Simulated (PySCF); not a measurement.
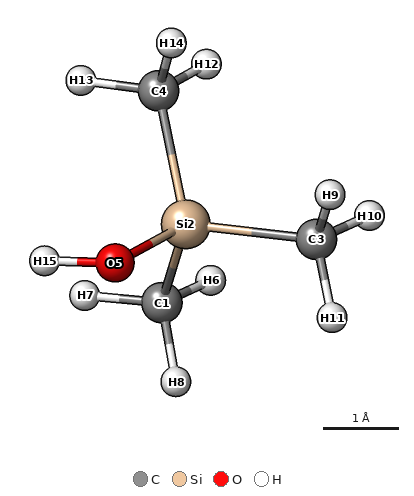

Figure 1. The input geometry of run A (ball-and-stick view, seen at a tilt; atoms are numbered from 1 in the order of the input).

# C$_{3}$H$_{10}$OSi: one change and its effect

System: C$_{3}$H$_{10}$OSi (trimethylsilanol).
Method of run A: GIAO PBE0/pcSseg-1 NMR shielding, non-relativistic, gas phase (PySCF 2.14.0).

The geometry comes from this level: PBE0-D3(BJ)/def2-SVP. Text and figures count atoms from 1; the logs count them from 0 in places.

## The input, run A
```
{"job": {"kind": "nmr", "xc": "PBE0", "basis": "pcSseg-1", "pop": false}, "charge": 0, "multiplicity": 1}
C     -0.875229     0.734302    -1.361384
Si    -0.165656     0.071178     0.246425
C     -0.357753    -1.783662     0.343215
C      1.642293     0.564532     0.378119
O     -1.032439     0.667230     1.556339
H     -0.345516     0.308491    -2.229385
H     -0.784040     1.830771    -1.426931
H     -1.941876     0.478301    -1.458845
H      0.039332    -2.170715     1.294242
H      0.184158    -2.278111    -0.478638
H     -1.418638    -2.069725     0.274315
H      2.224794     0.148596    -0.460150
H      1.768139     1.659672     0.353620
H      2.085795     0.195529     1.315947
H     -1.048522     1.622667     1.655624
```

The first line tells a small driver script what to run in PySCF; the rest is the geometry in Å.

Launched with:
```bash
OMP_NUM_THREADS=1 python <driver script> task.json out
```

Hardware: 1 CPU thread, shared host.

## Output (run A)
```
coarse grid: 12168 points
cycle   1  E = -484.5737902663  dE =  1.812e-01  |g| = 8.239e-01  |ddm| = 3.244e+00
cycle   2  E = -484.4590906753  dE =  1.147e-01  |g| = 1.139e+00  |ddm| = 1.674e+00
cycle   3  E = -484.7081516453  dE = -2.491e-01  |g| = 1.361e-01  |ddm| = 1.151e+00
cycle   4  E = -484.7119615324  dE = -3.810e-03  |g| = 2.527e-02  |ddm| = 1.205e-01
cycle   5  E = -484.7121148626  dE = -1.533e-04  |g| = 2.952e-03  |ddm| = 2.077e-02
cycle   6  E = -484.7121164083  dE = -1.546e-06  |g| = 6.296e-04  |ddm| = 3.191e-03
final grid: 110480 points
cycle   7  E = -484.7501076144  dE = -1.878e-05  |g| = 8.992e-03  |ddm| = 1.912e-02
cycle   8  E = -484.7500943680  dE =  1.325e-05  |g| = 1.214e-02  |ddm| = 1.572e-02
cycle   9  E = -484.7501256508  dE = -3.128e-05  |g| = 1.298e-03  |ddm| = 9.487e-03
cycle  10  E = -484.7501259668  dE = -3.160e-07  |g| = 9.720e-05  |ddm| = 1.011e-03
cycle  11  E = -484.7501259685  dE = -1.681e-09  |g| = 2.313e-05  |ddm| = 1.049e-04
cycle  12  E = -484.7501259686  dE = -1.055e-10  |g| = 5.083e-06  |ddm| = 3.110e-05
converged SCF energy = -484.7501259686

GIAO shielding tensors (ppm)
atom      isotropic    diamagn.    paramagn.     s11        s22        s33       span
  0 C      182.370     256.946     -74.577    174.853    181.351    190.905     16.052
  1 Si     330.447     880.079    -549.631    311.851    320.460    359.031     47.180
  2 C      184.920     255.849     -70.930    177.866    185.049    191.844     13.978
  3 C      182.300     256.951     -74.651    174.815    181.292    190.792     15.977
  4 O      289.183     388.612     -99.429    278.516    283.581    305.452     26.936
  5 H       31.397      31.926      -0.529     27.582     28.923     37.687     10.105
  6 H       31.284      31.469      -0.185     27.400     28.881     37.572     10.171
  7 H       31.055      31.011       0.044     26.987     28.537     37.640     10.653
  8 H       30.959      30.528       0.431     26.808     28.370     37.699     10.891
  9 H       31.526      31.480       0.046     27.621     29.057     37.901     10.280
 10 H       30.963      30.539       0.424     26.799     28.398     37.693     10.893
 11 H       31.400      31.930      -0.529     27.588     28.932     37.681     10.093
 12 H       31.278      31.445      -0.167     27.403     28.866     37.564     10.162
 13 H       31.049      31.013       0.035     26.969     28.552     37.626     10.657
 14 H       30.832      31.761      -0.929     22.957     25.880     43.659     20.701
```

The input of run B differs as follows (lines with − go, lines with + come):
```diff
-"xc": "PBE0"
+"xc": "LC-wPBE"
```

What does this change do to the results?

The total energies belong to different methods, so their difference says nothing on which is more stable or more accurate. The HOMO goes from −8.00 to −10.77 eV. The LUMO goes from 0.93 to 3.09 eV. The dipole moment goes from 1.45 to 1.51 D. Of all shieldings, the largest change is that of O5, by +9.8 ppm. The functional changes from PBE0 to LC-wPBE. The number of SCF iterations is the same.

## Output (run B)
```
coarse grid: 12168 points
cycle   1  E = -484.7585340923  dE =  3.008e-01  |g| = 7.149e-01  |ddm| = 3.149e+00
cycle   2  E = -484.7670969961  dE = -8.563e-03  |g| = 7.403e-01  |ddm| = 1.008e+00
cycle   3  E = -484.8561110591  dE = -8.901e-02  |g| = 5.902e-02  |ddm| = 5.287e-01
cycle   4  E = -484.8568737643  dE = -7.627e-04  |g| = 2.256e-02  |ddm| = 6.694e-02
cycle   5  E = -484.8570067859  dE = -1.330e-04  |g| = 3.441e-03  |ddm| = 2.577e-02
cycle   6  E = -484.8570094732  dE = -2.687e-06  |g| = 4.970e-04  |ddm| = 5.387e-03
final grid: 110480 points
cycle   7  E = -484.9068233253  dE = -3.922e-05  |g| = 5.351e-03  |ddm| = 1.820e-02
cycle   8  E = -484.9068262364  dE = -2.911e-06  |g| = 3.366e-03  |ddm| = 4.604e-03
cycle   9  E = -484.9068282999  dE = -2.063e-06  |g| = 4.420e-04  |ddm| = 2.117e-03
cycle  10  E = -484.9068283302  dE = -3.033e-08  |g| = 2.217e-04  |ddm| = 4.288e-04
cycle  11  E = -484.9068283394  dE = -9.235e-09  |g| = 4.383e-05  |ddm| = 2.434e-04
cycle  12  E = -484.9068283399  dE = -4.835e-10  |g| = 6.801e-06  |ddm| = 5.528e-05
converged SCF energy = -484.9068283399

GIAO shielding tensors (ppm)
atom      isotropic    diamagn.    paramagn.     s11        s22        s33       span
  0 C      186.114     257.575     -71.461    178.827    185.674    193.842     15.014
  1 Si     333.940     880.035    -546.095    314.656    322.674    364.490     49.834
  2 C      188.452     256.519     -68.066    181.669    189.116    194.572     12.904
  3 C      186.046     257.578     -71.532    178.788    185.611    193.738     14.949
  4 O      299.024     388.811     -89.788    286.883    293.605    316.583     29.700
  5 H       31.455      32.044      -0.589     27.534     28.896     37.934     10.401
  6 H       31.321      31.568      -0.247     27.295     28.845     37.822     10.527
  7 H       31.089      31.086       0.004     26.875     28.496     37.897     11.021
  8 H       30.992      30.632       0.360     26.702     28.349     37.924     11.222
  9 H       31.570      31.630      -0.060     27.551     29.003     38.155     10.604
 10 H       30.997      30.645       0.352     26.696     28.378     37.917     11.221
 11 H       31.458      32.046      -0.588     27.540     28.904     37.930     10.389
 12 H       31.314      31.543      -0.229     27.296     28.831     37.815     10.518
 13 H       31.084      31.088      -0.004     26.860     28.510     37.883     11.023
 14 H       30.809      31.728      -0.918     22.790     25.800     43.838     21.048
```

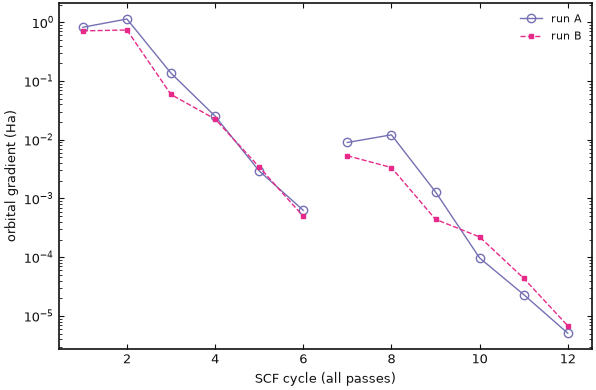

Figure 2. Convergence of the two runs: orbital gradient against the SCF cycle. A break in a curve parts two SCF passes (coarse and final grid). Run A takes 12 cycles in all, and run B takes 12.

## The two runs side by side

```csv
quantity,run A,run B
outcome,converged,converged
total energy (hartree),−484.750126,−484.906828
HOMO (eV),−8.00,−10.77
LUMO (eV),0.93,3.09
dipole moment (D),1.45,1.51
shielding of C1 (ppm),182.4,186.1
shielding of Si2 (ppm),330.4,333.9
shielding of C3 (ppm),184.9,188.5
shielding of C4 (ppm),182.3,186.0
shielding of O5 (ppm),289.2,299.0
shielding of H6 (ppm),31.4,31.5
shielding of H12 (ppm),31.4,31.5
SCF iterations,12,12
basis functions,142,142
wall time (shared host),11 s,21 s
```
